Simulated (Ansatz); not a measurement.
# CHFNOSi (doublet): what the fields show

```xyz
6

O    -1.4932    1.2273    1.9991
C    -0.9068    0.7544    1.1154
N    -0.3040    0.3063    0.1808
Si    0.4395   -0.9039   -0.7553
F     1.9956   -0.9257   -0.3996
H     0.3109   -0.5224   -2.1867
```

Geometry: PBE0-D4/def2-TZVP.

All numbers below come from Ansatz, UKS PBE0-D4/def2-TZVPP.

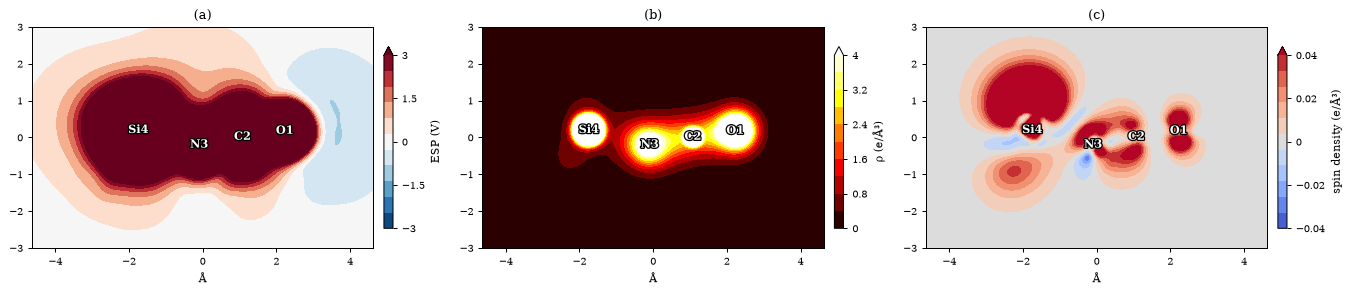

Figure 1. (a) molecular electrostatic potential; (b) total electron density; (c) spin density on the plane of atoms C2, N3 and Si4.

Describe what can be read from this map.

Answer. The section cuts through O, C, N and Si sites. C–O (1.16 Å): the density is about 3.7 e/Å³ at the midpoint. C–N (1.20 Å): ρ at the midpoint is about 3.2 e/Å³. Si–N (1.70 Å): ρ at the midpoint is about 1.1 e/Å³. The unpaired spin (1 electron) lies mostly on Si4 (about 0.8) and H6 (about 0.1), in electrons by Hirshfeld's partition. Outside the dense part of the molecule the potential is most negative (−0.8 V) near O1.

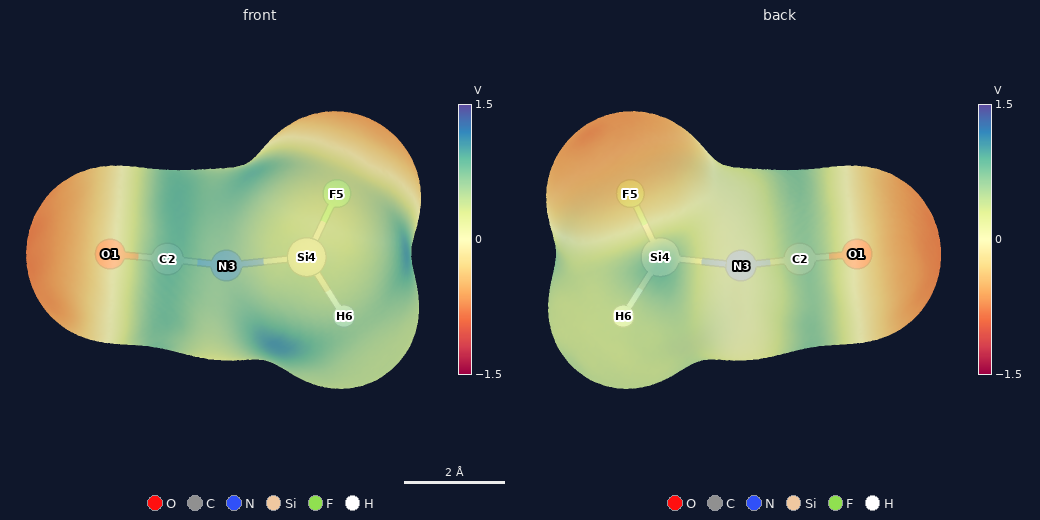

Figure 2. The electrostatic potential painted on the density surface at 0.001 e/bohr³, seen from the front and from behind; red is negative and blue positive.

Describe the electrostatic potential map.

Answer. The most negative region (about −0.8 V) lies over O1 and F5, the most positive (about +1.1 V) over Si4.

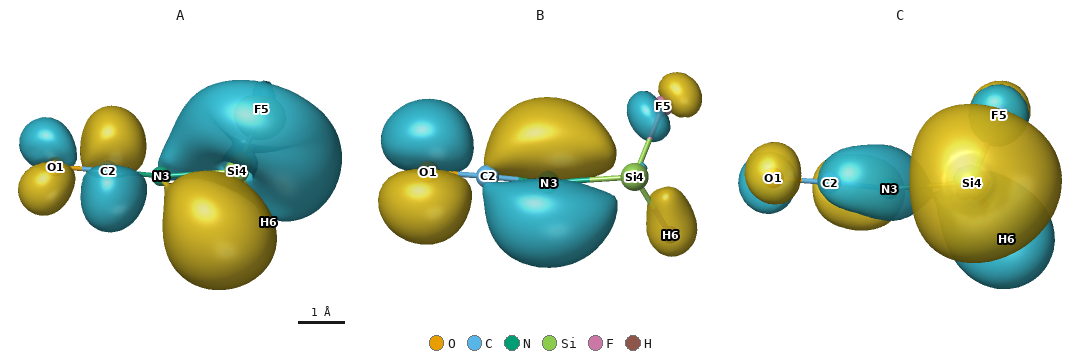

Figure 3. Three frontier orbitals at ±0.08 Å⁻³ᐟ² (yellow and cyan are the two phases), in no order.

Which picture is the HOMO−1, the HOMO and the LUMO? All are α orbitals.

Answer. B is the HOMO−1 (α) (−9.42 eV). Its weight (Hirshfeld) is mainly on N3 (about 45 %), O1 (about 35 %) and C2 (about 10 %); largely a combination of lone pairs on N3 and O1. C is the HOMO (α) (−6.71 eV). It lies mainly on Si4 (about 65 %), H6 (about 10 %), N3 (about 10 %) and F5 (about 5 %). A is the LUMO (α) (−0.40 eV). Its weight (Hirshfeld) is mainly on Si4 (about 50 %), C2 (about 15 %), O1 (about 10 %), N3 (about 10 %) and F5 (about 10 %).

What is the gap between the highest occupied and lowest empty α orbitals?

Answer. 6.31 eV between the orbital energies.
